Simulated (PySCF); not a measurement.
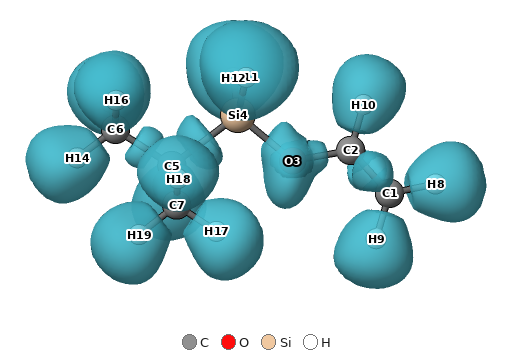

Figure. C5H12OSi. Isosurface of the ELF at 0.75 (cyan), seen at a tilt. Core shells and regions of very low density are left out.

Geometry: GFN2-xTB.

These are results of PBE0/pcSseg-1, SCF density, gas phase, non-relativistic (PySCF 2.14.0), not measurements.

Input

```
{"job": {"kind": "nmr", "xc": "PBE0", "basis": "pcSseg-1"}, "charge": 0, "multiplicity": 1}
C      3.677973    -0.655638     0.456654
C      2.766007     0.216091     0.063687
O      1.450619    -0.071814     0.052138
Si     0.174795     0.834901    -0.396774
C     -1.306591    -0.311300    -0.089304
C     -2.593983     0.361671    -0.551244
C     -1.423433    -0.720025     1.378128
H      4.720713    -0.402035     0.457757
H      3.400276    -1.641290     0.784546
H      3.029587     1.212952    -0.269446
H      0.104971     2.057001     0.413865
H      0.291305     1.219049    -1.808674
H     -1.178434    -1.225612    -0.678841
H     -3.450035    -0.295901    -0.403890
H     -2.539279     0.621094    -1.605718
H     -2.769091     1.275819     0.011973
H     -0.513643    -1.212218     1.713084
H     -1.593771     0.153197     2.005133
H     -2.257788    -1.406690     1.520120
```

Command:

```sh
OMP_NUM_THREADS=1 python probes_run.py task.json out
```

**Describe the localisation domains.**

The ELF exceeds this value in three regions between bonded C–C atoms (shared pairs), one region between bonded C–Si atoms (shared pairs), twelve regions around hydrogen nuclei and one region on O in which the atom's valence shell and bonds are merged. Profiles from the grid: C–C (1.32 Å): the ELF peaks at about 0.95 between the atoms (a multiple bond). C–O (1.35 Å): the ELF peaks at about 0.90 between the atoms (a polar covalent bond).
